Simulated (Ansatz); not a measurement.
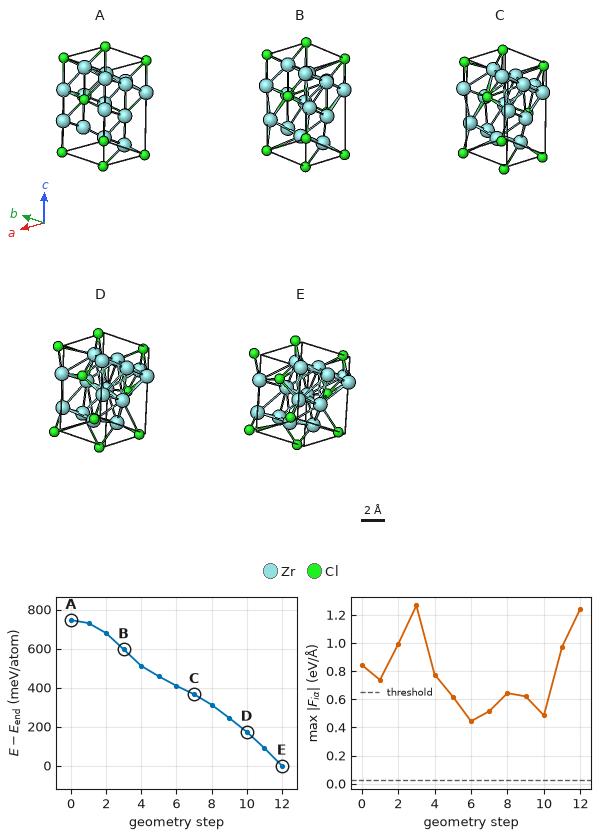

Frames of a relaxation of a crystal of Zr$_{4}$Cl (a generated structure, set up in P1) (coarse preliminary run), marked on the history of the run. A ball-and-stick model of the cell of the calculation, seen from a free direction.

These are results of DFT PBE, scalar-relativistic, plane waves, PAW in Ansatz 0.2.0, not measurements.

Input
```yaml
crystal:
  lattice:
    - [-2.6462021618, 4.4587367278, -0.0950747178]
    - [0.0840649339, -0.072424623, 5.605822555]
    - [7.7362577117, 4.341910609, 0.0575198858]
  atoms:
    - { symbol: Zr, position: [0.4992464171, 0.4944727767, 0.1681520606] }
    - { symbol: Zr, position: [0.0035027866, 0.4993513893, 0.6738041668] }
    - { symbol: Zr, position: [0.0038222137, 0.5034905451, 0.3360597825] }
    - { symbol: Zr, position: [0.4876355024, 0.4904677485, 0.8424651166] }
    - { symbol: Zr, position: [0.4929793976, 0.0123117592, 0.160023715] }
    - { symbol: Zr, position: [-0.0021410925, 0.0029765427, 0.6579713358] }
    - { symbol: Zr, position: [0.0071237041, -0.0093637913, 0.3322722783] }
    - { symbol: Zr, position: [0.5023546821, 0.0027385012, 0.836214733] }
    - { symbol: Cl, position: [1.0075469652, 0.0036252788, -0.0026955053] }
    - { symbol: Cl, position: [0.4979294235, -7.07504e-05, 0.4957323167] }
basis:
  ecutwfc: 420
kpoints:
  mp_grid: { grid: [4, 4, 4] }
hamiltonian:
  xc: pbe
scf:
  occupations: { method: gaussian, width: 0.2 }
  lower_state_search: "off"
output:
  forces: true
  stress: true
  eigenvalues: true
relax:
  adjacent_minimum: "off"
  f_tol: 0.025
  max_steps: 60
  cell: { stress_tol: 0.25 }
```

Command:
```bash
ansatz run input.yaml --threads 1 --pin off --max-ram 2560MiB --backend cpu --events-out ev --progress --plain --runs-dir out
```

Q: Describe the path.

A: The run was cut off at its time limit before the relaxation converged, so the last structure is only a point on the way. The atom that moves furthest relative to the cell is Zr8 (1.43 Å along [−1 −1 0]). Largest moves by element: Zr 1.43 Å, Cl 1.08 Å. Cell: a 5.186 → 5.009 Å (−3.4 %), b 5.607 → 6.326 Å (+12.8 %), c 8.872 → 7.159 Å (−19.3 %), α 89.2° → 90.2°, β 91.4° → 96.6°, γ 92.1° → 88.9°. Volume −12.6 %. Near-neighbour distances that change, for instance: Zr2–Zr7 6.598 → 3.966 Å, Zr3–Zr6 6.538 → 4.053 Å, Zr2–Zr3 5.925 → 3.700 Å, Zr5–Zr6 5.081 → 3.158 Å. New bonds form: Zr1–Zr2 (5.14 → 3.40 Å), Zr1–Zr7 (4.02 → 3.13 Å), Zr1–Zr7 (4.15 → 3.30 Å), Zr1–Zr8 (4.07 → 3.07 Å). Bond angles that change, for instance: Zr6–Cl10–Zr7 179.0° → 114.8°, Zr1–Zr3–Zr2 118.6° → 64.5°, Zr3–Zr2–Zr4 119.7° → 67.1°. The space group stays P1 (No. 1). Over 12 geometry steps the energy falls by 746 meV per atom. The largest force component goes from 0.85 to 1.2 eV/Å. The pressure goes from 1.37 to 0.96 GPa. Cost: 9.6 min on 1 thread of Intel(R) Xeon(R) Platinum 8488C (Sapphire Rapids), with other jobs on the host, peak memory 0.76 GiB. From step 0 to 3: Zr1 moves most (0.55 Å), volume +0.4 %, energy −150 meV per atom. From step 3 to 7: Zr4 moves most (0.70 Å), volume −6.3 %, energy −230 meV per atom. From step 7 to 10: Cl10 moves most (0.58 Å), volume −2.0 %, energy −193 meV per atom. From step 10 to 12: Zr7 moves most (0.36 Å), volume −5.2 %, energy −174 meV per atom.

```tsv
step	E − E(0), meV/atom	largest force component, eV/Å	pressure, GPa	volume, Å³/atom
0	0.00	0.8451	1.37	25.768
1	-15.57	0.7381	-0.19	26.446
2	-66.82	0.9919	-0.29	26.187
3	-150.15	1.2672	-0.53	25.869
4	-234.94	0.7765	-0.33	25.431
5	-288.41	0.6200	0.09	24.974
6	-337.01	0.4445	0.42	24.599
7	-379.90	0.5156	1.10	24.244
8	-433.78	0.6442	1.20	24.094
9	-501.39	0.6211	0.36	24.002
10	-572.56	0.4857	-0.32	23.769
11	-655.53	0.9739	0.00	23.219
12	-746.16	1.2435	0.96	22.532
```
